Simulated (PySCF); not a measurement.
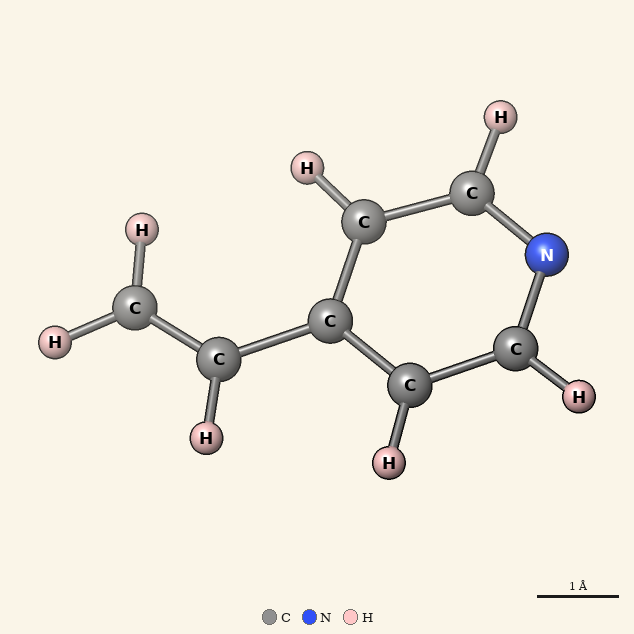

Atoms fade into the background with distance from the viewer. The geometry was computed by an optimisation with GFN2-xTB. No frequency run is at hand to confirm it as a minimum. Masses are those of the most abundant isotopes; constants are for the rigid equilibrium geometry.

**What kind of rotor is it, and what are its rotational constants in GHz?**

An asymmetric top (Cs): A = 5.51, B = 1.57, C = 1.22 GHz. Ray's parameter κ is −0.84, nearer the prolate limit.
